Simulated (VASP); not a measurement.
Energy against volume of NaI (rock salt). All values below come from AM05 GGA, VASP's PBE PAW potentials (set 64) (plane waves; VASP 6.6.1).

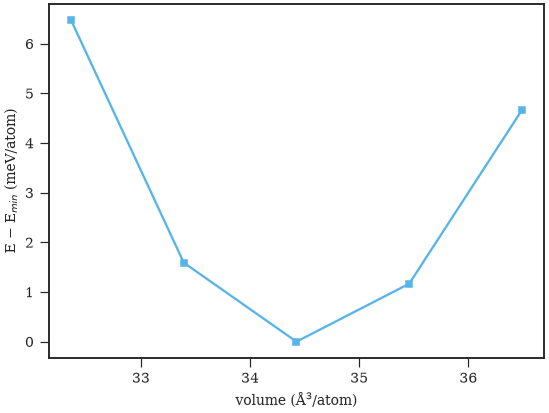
Energy against volume

Problem. Estimate the equilibrium volume and the bulk modulus.

Solution. The minimum lies near 34.5 Å³/atom, and the curvature gives B0 of about 14 GPa.

The compound is NaI in the rock salt structure. It was relaxed first.
